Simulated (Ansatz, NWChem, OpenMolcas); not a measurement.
# A ladder of methods for S2 (SMILES S=S)

The species is S2 (2 atoms), meant as a triplet with charge 0. SMILES: `S=S`. The bond length is the measured one.

```xyz
2

S     0.0000    0.0000    0.0000
S     0.0000    0.0000    1.8892
```

Quantity: the electronic atomisation energy, in eV. The values are calculated. Electronic energies at fixed atoms, without zero-point motion or spin-orbit coupling.

```tsv
level	kind	program	value (eV)	CPU time (all runs)
U-r2SCAN/cc-pVTZ	meta-GGA	NWChem	4.72	32 s
UTPSS/cc-pVTZ	meta-GGA	OpenMolcas	4.62	25 s
UBHLYP/cc-pVTZ	global hybrid	Ansatz	3.93	4.1 s
U-wB97M-V/cc-pVTZ	range-separated hybrid	Ansatz	4.46	18 s
U-wB97X/cc-pVTZ	range-separated hybrid	Ansatz	4.37	14 s
UCAM-B3LYP/cc-pVTZ	range-separated hybrid	NWChem	4.24	42 s
UB2PLYP/cc-pVTZ	double hybrid	Ansatz	4.32	4.8 s
UMP3/cc-pVTZ	perturbation theory	NWChem	3.89	38 s
```

The values span 3.89 to 4.72 eV. Times are those of the runs behind each value, whatever else they computed, on shared processors of several kinds: orders of magnitude only.

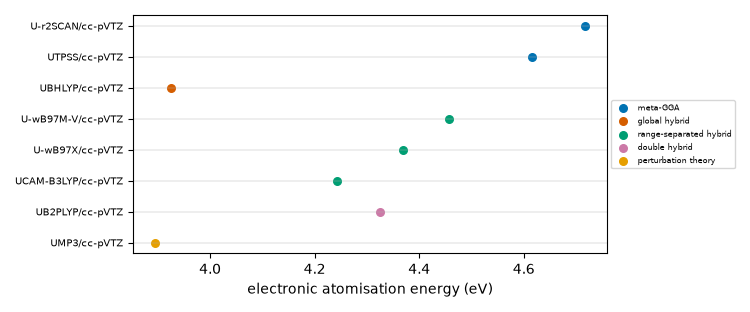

The values of the table, level by level.
